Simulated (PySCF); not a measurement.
```xyz
2

Pm    0.0000    0.0000   -0.1524
N     0.0000    0.0000    1.5776
```

The calculation used PySCF 2.14.0, PBE0/x2c-SVPall, spin-free X2C-1e, Gaussian nucleus, at a bond length of 1.730 Å.

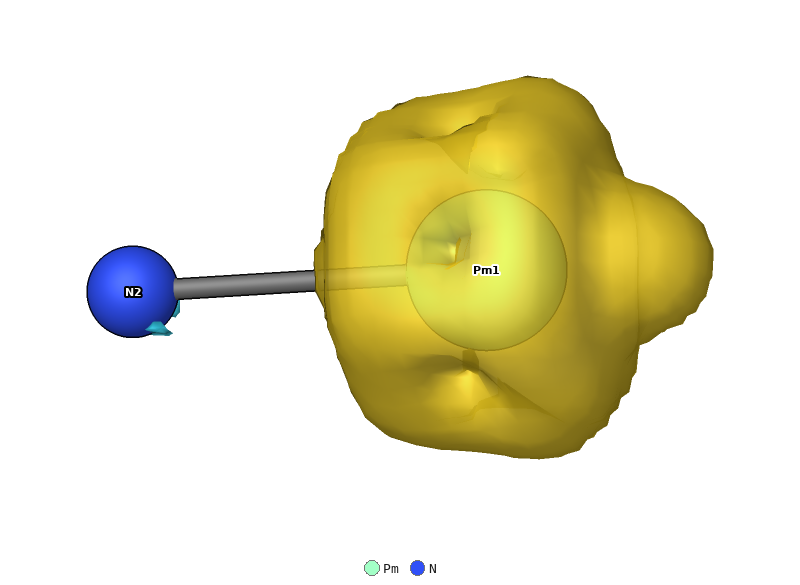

PmN (quintet). Isosurfaces of the spin density at +0.2 (yellow) and −0.2 e/Å³ (cyan), seen from one side.

Describe the spin distribution.

The unpaired spin (4 electrons) lies mostly on Pm1 (about 4.2), in electrons by Hirshfeld's partition, with opposite, polarisation-induced spin on N2.
